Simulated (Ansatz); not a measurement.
## Electronic structure of C₂H₇Al in real space

Input file:

```
crystal:
  periodic: [false, false, false]
  atoms:
    - { symbol: C, position_ang: [-0.952, 0.326, -0.6072] }
    - { symbol: C, position_ang: [-0.128, -0.7686, -0.1123] }
    - { symbol: Al, position_ang: [1.4122, -0.0711, 0.9048] }
    - { symbol: H, position_ang: [-1.7853, -0.0368, -1.1882] }
    - { symbol: H, position_ang: [-0.4174, 1.0264, -1.3128] }
    - { symbol: H, position_ang: [-1.393, 0.9816, 0.2319] }
    - { symbol: H, position_ang: [0.2772, -1.3581, -0.9672] }
    - { symbol: H, position_ang: [-0.681, -1.4108, 0.5452] }
    - { symbol: H, position_ang: [1.157, 0.5878, 2.3926] }
    - { symbol: H, position_ang: [2.5933, 0.6724, 0.116] }
basis:
  gaussian: { orbitals: def2-SVP }
hamiltonian:
  xc: b3lyp
relax:
  f_tol: 0.015
  max_steps: 40
output:
  orbitals: {}
```

Run with:

```sh
ansatz run input.yaml --threads 1 --pin off --max-ram 2048MiB --backend cpu --events-out ev --progress --plain --runs-dir out
```

The fields are those of the run's last geometry, not of the input's.

Computed with RKS B3LYP/def2-SVP (Ansatz 0.2.0).

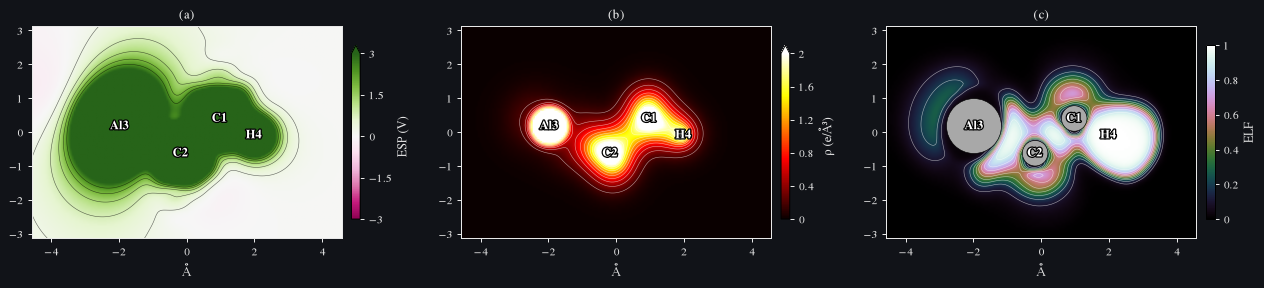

Figure 1. (a) electrostatic potential; (b) total electron density; (c) electron localisation function on the plane of atoms C1, C2 and Al3. Grey discs cover the atomic cores in the ELF map.

### What does the map show?

- Atoms in the plane: C, Al and H.
- C–C (1.54 Å): the density is about 1.6 e/Å³ at the midpoint; the ELF peaks at about 0.95 between the atoms (a shared electron pair).
- C–Al (1.98 Å): the density is about 0.72 e/Å³ at the midpoint; the ELF peaks at about 0.95 between the atoms; a shared but strongly polarised pair.
- C–H (1.10 Å): ρ at the midpoint is about 1.9 e/Å³; the ELF climbs to about 1 towards the hydrogen, as it does in any bond to H; an ordinary covalent bond to hydrogen.
- The potential has no marked negative region in this plane.

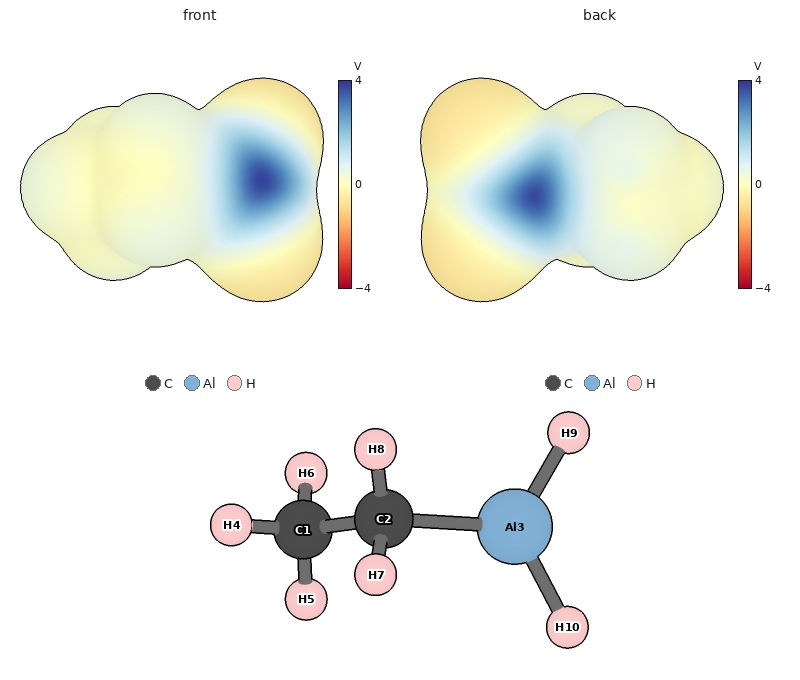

Figure 2. The molecular electrostatic potential painted on the density surface at 0.002 e/bohr³, seen from the front and from behind; red is negative and blue positive. The bare structure is drawn below in the same view.

### Which sites attract a positive test charge, and which a negative one?

A positive charge is drawn to the negative regions and a negative charge to the positive ones. The most negative region (about −0.6 V, or −14 kcal/mol for a unit charge) lies over H9 and H10, the most positive (about +3.6 V, or +83 kcal/mol for a unit charge) over Al3.

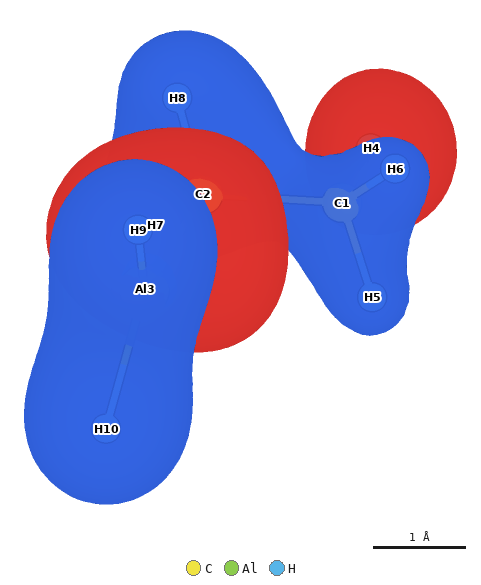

Figure 3. The HOMO at ±0.08 Å⁻³ᐟ² (red and blue are the two phases), seen at an oblique angle.

### Where does this orbital lie, and at what energy?

Its weight (Hirshfeld) is mainly on C2 (about 40 %), Al3 (about 20 %), C1 (about 10 %), H9 (about 5 %) and H10 (about 5 %). Its energy is −7.29 eV.
